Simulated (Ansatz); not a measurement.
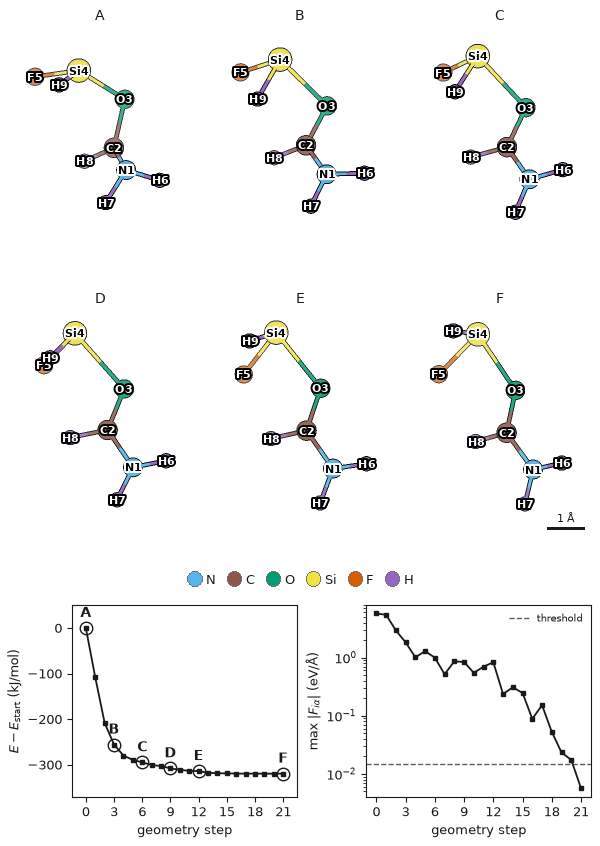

Frames of a relaxation of CH4FNOSi, marked on the history of the run. A ball-and-stick model, seen from a free direction.

The run prepares an end point of a later path (inversion) calculation, from a guessed geometry.

Level of theory: RKS BHLYP/def2-SVP (Ansatz 0.2.0). (no spin polarisation; force threshold 0.015 eV/Å; at most 40 steps)

**Describe the path.**

The atom that moves furthest after the best rigid fit is H9 (1.09 Å). Largest moves by element: H 1.09 Å, O 0.88 Å, Si 0.65 Å, N 0.62 Å, C 0.51 Å, F 0.42 Å. Near-neighbour distances that change, for instance: C2–Si4 2.372 → 2.853 Å, O3–Si4 1.567 → 1.989 Å, N1–C2 1.466 → 1.322 Å, C2–O3 1.370 → 1.226 Å. Among the angles between lasting bonds that change: O3–Si4–H9 115.7° → 87.7°, O3–Si4–F5 108.5° → 88.5°, C2–O3–Si4 107.6° → 123.3°. Groups turn about O3–Si4 by about 65°. Over 21 geometry steps the energy falls by 319.5 kJ/mol. Largest force component: 5.7 eV/Å at the start, 0.0057 eV/Å at the end. The run took 3.5 min on 1 thread of Intel(R) Xeon(R) Processor @ 2.50GHz (Skylake/Cascade Lake) (shared host), peak memory 0.2 GiB. From step 0 to 3: H9 moves most (0.53 Å), energy −255.8 kJ/mol. From step 3 to 6: N and H atoms move most (0.23 Å), energy −38.8 kJ/mol. From step 6 to 9: H9 moves most (0.47 Å), energy −13.2 kJ/mol. From step 9 to 12: H9 moves most (0.45 Å), energy −6.07 kJ/mol. From step 12 to 21: H9 moves most (0.32 Å), energy −5.55 kJ/mol.

```json
{"step": "0", "E − E(0), kJ/mol": "0.00", "largest force component, eV/Å": "5.7202"}
{"step": "1", "E − E(0), kJ/mol": "-108.16", "largest force component, eV/Å": "5.4290"}
{"step": "2", "E − E(0), kJ/mol": "-208.27", "largest force component, eV/Å": "2.9269"}
{"step": "3", "E − E(0), kJ/mol": "-255.83", "largest force component, eV/Å": "1.8239"}
{"step": "4", "E − E(0), kJ/mol": "-279.68", "largest force component, eV/Å": "1.0096"}
{"step": "5", "E − E(0), kJ/mol": "-289.38", "largest force component, eV/Å": "1.2859"}
{"step": "6", "E − E(0), kJ/mol": "-294.68", "largest force component, eV/Å": "0.9964"}
{"step": "7", "E − E(0), kJ/mol": "-300.38", "largest force component, eV/Å": "0.5165"}
{"step": "8", "E − E(0), kJ/mol": "-302.88", "largest force component, eV/Å": "0.8611"}
{"step": "9", "E − E(0), kJ/mol": "-307.87", "largest force component, eV/Å": "0.8382"}
{"step": "10", "E − E(0), kJ/mol": "-311.07", "largest force component, eV/Å": "0.5457"}
{"step": "11", "E − E(0), kJ/mol": "-313.34", "largest force component, eV/Å": "0.6981"}
{"step": "12", "E − E(0), kJ/mol": "-313.94", "largest force component, eV/Å": "0.8304"}
{"step": "13", "E − E(0), kJ/mol": "-317.31", "largest force component, eV/Å": "0.2359"}
{"step": "14", "E − E(0), kJ/mol": "-318.68", "largest force component, eV/Å": "0.3084"}
{"step": "15", "E − E(0), kJ/mol": "-318.80", "largest force component, eV/Å": "0.2466"}
{"step": "16", "E − E(0), kJ/mol": "-319.35", "largest force component, eV/Å": "0.0883"}
{"step": "17", "E − E(0), kJ/mol": "-319.40", "largest force component, eV/Å": "0.1520"}
{"step": "18", "E − E(0), kJ/mol": "-319.45", "largest force component, eV/Å": "0.0528"}
{"step": "19", "E − E(0), kJ/mol": "-319.49", "largest force component, eV/Å": "0.0234"}
{"step": "20", "E − E(0), kJ/mol": "-319.49", "largest force component, eV/Å": "0.0174"}
{"step": "21", "E − E(0), kJ/mol": "-319.50", "largest force component, eV/Å": "0.0057"}
```
